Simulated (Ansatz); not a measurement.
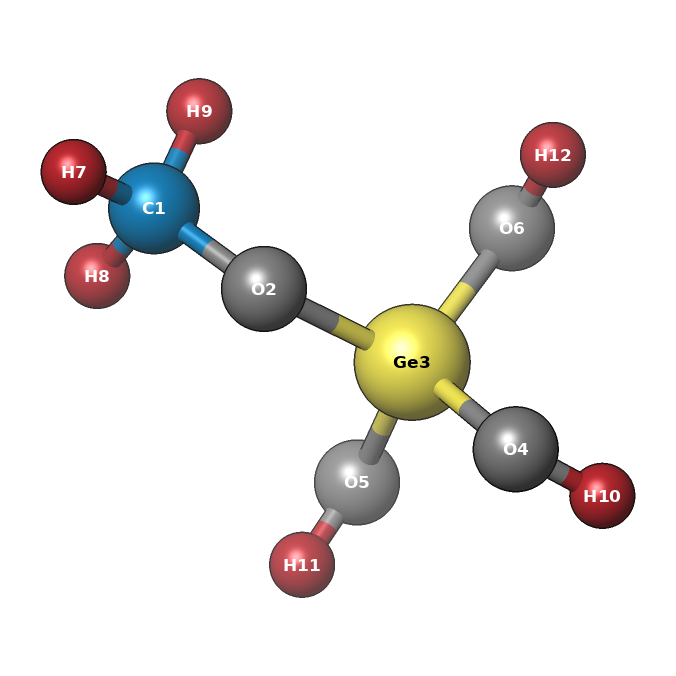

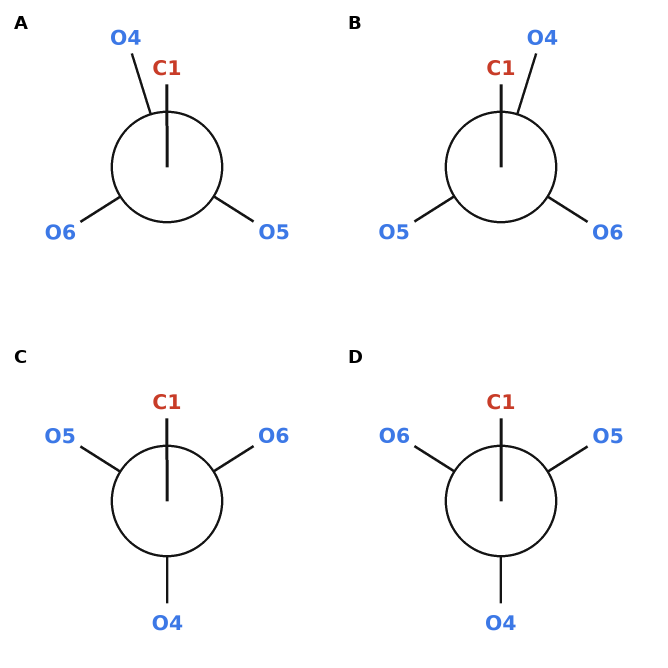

Depth is shown by fading: the farther an atom, the more it takes the colour of the background. Bonds that would overlap in a projection are set slightly apart. The geometry was computed by an optimisation with PBE0-D4/def2-TZVP.

Which Newman projection shows the view along O2–Ge3, with O2 in front?

C. The torsion angle C1–O2–Ge3–O4 is 180°, antiperiplanar (anti).
